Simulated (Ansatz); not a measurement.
# Phonons of MoS2 (P6_3/mmc) against volume, part 4 of 4

Aim: how do the optical modes of MoS2 (P6_3/mmc) move with volume?

Ansatz 0.2.0; DFT PBE+D3(BJ), scalar-relativistic, plane waves, PAW; PAW set soft_1.

So far, mean high-frequency dielectric constant: step 4 (zone-centre response at rest) 12.8; step 6 (volume ratio 1.06) 11.8.

The database entry behind the starting cell differs from later determinations by our own check (about 0.3 % long), so it need not match the best structure at ambient conditions.

### 8. Zone-centre modes of the member: 0.9 times the volume at rest

The zone-centre modes follow for 0.9 times the volume at rest, with the response to a field.

Input file input.yaml:

```yaml
crystal:
  lattice:
    - [3.0836266648, 0.0, 0.0]
    - [-1.5418133324, 2.6704990275, 0.0]
    - [0.0, 0.0, 11.3496875723]
  atoms:
    - { symbol: S, position: [0.3333333333, 0.6666666667, 0.6115805346] }
    - { symbol: S, position: [0.6666666667, 0.3333333333, 0.1115805346] }
    - { symbol: S, position: [0.3333333333, 0.6666666667, 0.8884194654] }
    - { symbol: S, position: [0.6666666667, 0.3333333333, 0.3884194654] }
    - { symbol: Mo, position: [0.3333333333, 0.6666666667, 0.25] }
    - { symbol: Mo, position: [0.6666666667, 0.3333333333, 0.75] }
kpoints:
  mp_grid: { grid: [12, 12, 4] }
hamiltonian:
  xc: pbe
  dispersion: d3bj
  pseudopotentials: { kind: paw, azcp: { folder: soft_1 } }
scf:
  occupations: { method: fixed }
output:
  eigenvalues: true
phonons:
  method: dfpt
  dielectric: true
  rigid_motions: translations
```

The run is started by

```bash
ansatz run input.yaml --threads 4 --pin off --max-ram 16384MiB --backend cpu --events-out ev --progress --plain --runs-dir out
```

Numbers of over 12 decimals in the logs are rounded to 6 here.

Output:

```text
[...]
Crystal: 6 atoms, lattice volume = 93.463 Å³
Basis set: ecut = 420 eV, 1837 PW (Γ), exchange–correlation on 48×48×160 points (8 copies of the dense FFT grid, shifted against one another)
Bands: 32, of which v1, the nominal top of the filled ones, is band 26 counted from 1 (25 counted from 0)
Symmetry: 24 space group operations
k-points: 164 of 576 (irreducible under 2 space group operations, time reversal used)
[...]
ω (cm⁻¹)  modes    IR ((D/Å)²/amu)
[...]
optical modes at Γ + LO–TO along q̂ = [0.0000, 1.0000, 0.0000]:
      ω (cm⁻¹)  modes    IR ((D/Å)²/amu)
[...]
optical modes at Γ + LO–TO along q̂ = [0.0000, 0.0000, 1.0000]:
      ω (cm⁻¹)  modes    IR ((D/Å)²/amu)
[...]
414.15      1             0.0000
        436.29      1             0.0000
        481.44      1             1.4797
        489.58      1             0.0000
[key lines of the parts left out:]
SCF converged after 10 iterations
Free energy (F): -13527.937607 eV
Fermi energy:    13.577845 eV
```

Run time: 2.6 min. Hardware: 4 threads of Arm Neoverse V1, shared host; peak memory 2.1 GiB.

This step gave:

* sum-rule residual before enforcement: 9.48e-5 eV/Å²
* miss of the charge sum rule: 0.005127 e
* estimated error of the dielectric tensor: 0.07040
* estimated error of the Born charges: 0.01764 e
* highest optical mode at the zone centre (no LO-TO term): 489.6 cm⁻¹
* lowest optical zone-centre mode: 58.91 cm⁻¹
* mean high-frequency dielectric constant: 14.57
* largest Born charge (third of the trace): -1.120 e
* mean static dielectric constant: 14.77
* top of the zone-centre spectrum with the field: 489.6 cm⁻¹

Without the LO-TO term. Patterns of degenerate modes are one choice out of their space. The modes at Γ (shares of kinetic energy by element, %):

```
mode  frequency (cm⁻¹)  symmetry  S %  Mo %
   1               0.0  acoustic   40    60
   2               0.0  acoustic   40    60
   3               0.0  acoustic   40    60
   4              58.9       E2g   39    61
   5              58.9       E2g   39    61
   6             110.1       B1g   36    64
   7             291.1       E2u  100     0
   8             291.1       E2u  100     0
   9             299.7       E1g  100     0
  10             299.7       E1g  100     0
  11             392.9       E2g   61    39
  12             392.9       E2g   61    39
  13             394.4       E1u   60    40
  14             394.4       E1u   60    40
  15             414.1       B2u  100     0
  16             436.3       A1g  100     0
  17             478.1       A2u   60    40
  18             489.6       B1g   64    36
```

Transverse modes. Lines of the infrared spectrum (strongest = 100):

```
position (cm⁻¹)  relative intensity
             59                 0.0
            110                 0.0
            291                 0.0
            300                 0.0
            393                 0.0
            394                 100
            414                 0.0
            436                 0.0
            478                  49
            490                 0.0
```

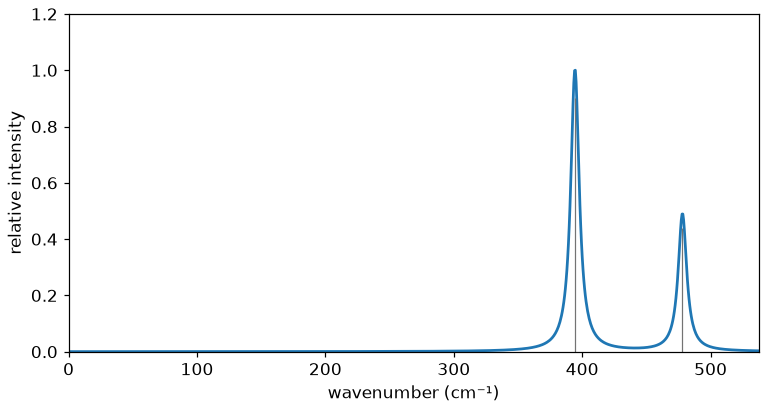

The infrared spectrum, broadened with Lorentzians of width 8 cm⁻¹; bars mark the lines.

Without the LO-TO term the lowest optical mode is real, 58.9 cm⁻¹, and the highest lies at 489.6 cm⁻¹.

Between step 4 and this run (volume ratio 0.9) the value for the mean high-frequency dielectric constant moves from 12.8 to 14.6 (+14 %).

### 9. All members side by side

The members are set side by side, also those not shown above.

Each row is one cell with its response, relaxed at fixed volume as far as symmetry leaves anything free; energies are extrapolated to zero smearing, and E0 is that at rest; the axis is the Cartesian z axis of the cell; shape and atoms are relaxed in each cell where symmetry leaves them free. State of the crystal along the series:

```
volume ratio  V (Å³/atom)  pressure (GPa)  E - E0 (meV/atom)  first cell vector (Å)  third cell vector (Å)  gap on mesh (eV)  ε∞ along the axis  ε∞ across the axis, mean  ε0 along the axis  ε0 across the axis, mean  largest Born charge in size, a third of the trace (e)  top mode with the field, highest of q along x, y and z (cm⁻¹)
         0.9        15.58           8.389              38.31                  3.084                  11.35            0.3458              10.41                     16.65              10.56                     16.88                                                  1.119                                                          489.6
        0.92        15.92           6.061              22.76                    3.1                  11.48            0.4396              9.658                     16.42              9.786                     16.63                                                  1.078                                                          484.5
        0.94        16.27           4.087              11.86                  3.115                  11.62            0.5295              8.963                      16.2              9.072                      16.4                                                  1.037                                                          479.9
        0.96        16.62           2.436              4.874                  3.128                  11.76            0.6165              8.317                     15.99              8.409                     16.18                                                 0.9983                                                          475.7
        0.98        16.96           1.083              1.124                   3.14                  11.92            0.7014              7.715                     15.77               7.79                     15.96                                                 0.9613                                                          472.1
        0.99        17.14          0.5098               0.27                  3.145                     12            0.7433              7.429                     15.66              7.497                     15.85                                                 0.9443                                                          470.5
           1        17.31        -1.52e-4                  0                  3.149                  12.09            0.7848              7.152                     15.55              7.213                     15.73                                                 0.9279                                                            469
        1.02        17.65         -0.8399             0.9483                  3.157                  12.27            0.8672              6.631                     15.33               6.68                      15.5                                                 0.8977                                                          466.5
        1.04           18          -1.462              3.471                  3.164                  12.46            0.9486              6.147                     15.09              6.186                     15.26                                                 0.8707                                                          464.4
        1.06        18.35          -1.899              7.131                  3.169                  12.66             1.029              5.704                     14.86              5.734                     15.02                                                 0.8475                                                          462.9
```

Without the LO-TO term; each mode is tracked from rest by its pattern, and modes that stay within 0.3 cm⁻¹ of each other stand once; shape and atoms are relaxed in each cell where symmetry leaves them free. Optical modes along the series:

```
V (Å³/atom)  mode 4 E2g (cm⁻¹)  mode 6 B1g (cm⁻¹)  mode 7 E2u (cm⁻¹)  mode 9 E1g (cm⁻¹)  mode 11 (cm⁻¹)  mode 13 (cm⁻¹)  mode 15 B2u (cm⁻¹)  mode 16 A1g (cm⁻¹)  mode 17 A2u (cm⁻¹)  mode 18 B1g (cm⁻¹)
      15.58              58.91              110.1              291.1              299.7           392.9           394.4               414.1               436.3               478.1               489.6
      15.92                 54              100.3              288.7                296           389.8           390.9               410.9                 430               474.2               484.5
      16.27              49.23               90.6              286.5              292.5           386.9           387.8                 408               424.2               470.8               479.9
      16.62              44.59              80.98              284.6              289.5           384.3           384.9               405.5                 419               467.9               475.7
      16.96              40.11              71.52              282.8              286.8             382           382.4               403.4               414.4               465.4               472.1
      17.14              37.93              66.87                282              285.6             381           381.3               402.4               412.4               464.3               470.5
      17.31               35.8              62.27              281.3              284.5             380           380.3               401.6               410.5               463.4                 469
      17.65              31.67              53.22              280.1              282.5           378.4           378.6               400.2               407.1               461.8               466.5
         18              27.77              44.41              279.1                281           377.1           377.2               399.2               404.4               460.6               464.4
      18.35              24.11              35.84              278.4              279.8           376.1           376.1               398.4               402.2               459.8               462.9
```

From cubic fits (parabolas where under five rows exist) of ln ω and P against ln V through the rows within about 4 % of rest: γ = −d ln ω / d ln V and dω/dP = γ ω / B. Slopes at rest:

```
       mode  fitted frequency at rest (cm⁻¹)  Grüneisen parameter γ  dω/dP (cm⁻¹/GPa)
 mode 4 E2g                             35.8                    5.9              4.41
 mode 6 B1g                             62.3                   7.35              9.56
 mode 7 E2u                            281.3                   0.24              1.42
 mode 9 E1g                            284.5                   0.37              2.21
    mode 11                              380                   0.24              1.89
    mode 13                            380.3                   0.26              2.03
mode 15 B2u                            401.6                    0.2              1.64
mode 16 A1g                            410.5                   0.44              3.81
mode 17 A2u                            463.4                    0.2               1.9
mode 18 B1g                              469                    0.3              2.95
```

### 10. Results

* members: 10
* highest optical mode at the zone centre (no LO-TO term), at rest: 469.0 cm⁻¹
* bulk modulus at rest: 47.9 GPa
* mode 15 B2u, γ: 0.20
* mode 16 A1g, γ: 0.44
* mode 17 A2u, γ: 0.20
* mode 18 B1g, γ: 0.30

**Reading.** The series spans -1.9 to 8.4 GPa, and the slope at rest gives a bulk modulus of 48 GPa. Among the modes in the table of slopes γ runs from 0.20 (mode 15 B2u) to 7.35 (mode 6 B1g). ε∞ along z is 7.15 at rest, with d ln ε∞ / d ln V = -3.79. One k mesh and one cutoff serve the ground states and modes of all volumes; the field response picks its own mesh. These are harmonic frequencies at zero temperature: anharmonic shifts, linewidths and thermal expansion are left out. In the phonons the program holds the C6 weights of the dispersion term fixed, leaving out their change with coordination. Only the zone centre was solved, so an instability at another wavevector cannot show here.

[Logs are printed without paths, hosts, clocks, repeated set-up lines and the standing remarks that a program may print on its own settings, such as how far it seeks lower states.]

[Hosts, paths, dates, database ids (printed as entryN), source tags and the programs' standing remarks are cut or masked in the printed files.]
